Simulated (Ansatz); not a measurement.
```yaml
atoms:
  - { symbol: Cl, position_ang: [1.4346, -3.0949, 2.4740] }
  - { symbol: F, position_ang: [0.0380, -2.2212, 0.0889] }
  - { symbol: Si, position_ang: [1.1777, -1.6112, 1.0778] }
  - { symbol: Si, position_ang: [2.2038, 0.4134, 0.9005] }
```

Geometry: PBE0-D3(BJ)/pcseg-1.

The calculation used isolated molecule in a Gaussian basis; Kohn-Sham density functional theory, functional PBE0 (Ansatz).

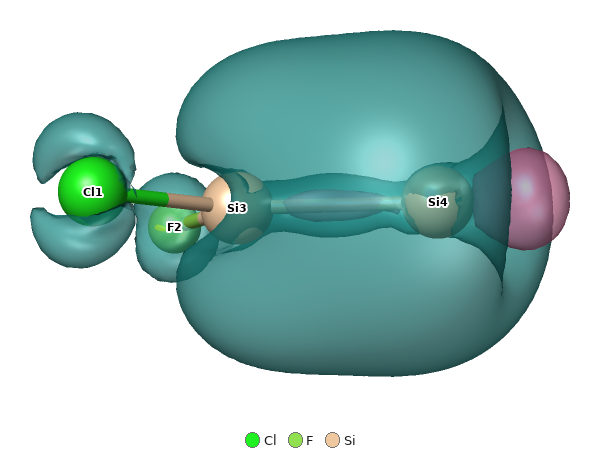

ClFSi2 (SMILES F[Si](=[Si])Cl) (triplet). Isosurfaces of the spin density at +0.015 (teal) and −0.015 e/Å³ (pink), seen from one side.

Which atoms carry the spin?

The unpaired spin (2 electrons) lies mostly on Si4 (about 1.3) and Si3 (about 0.6), in electrons by Hirshfeld's partition.
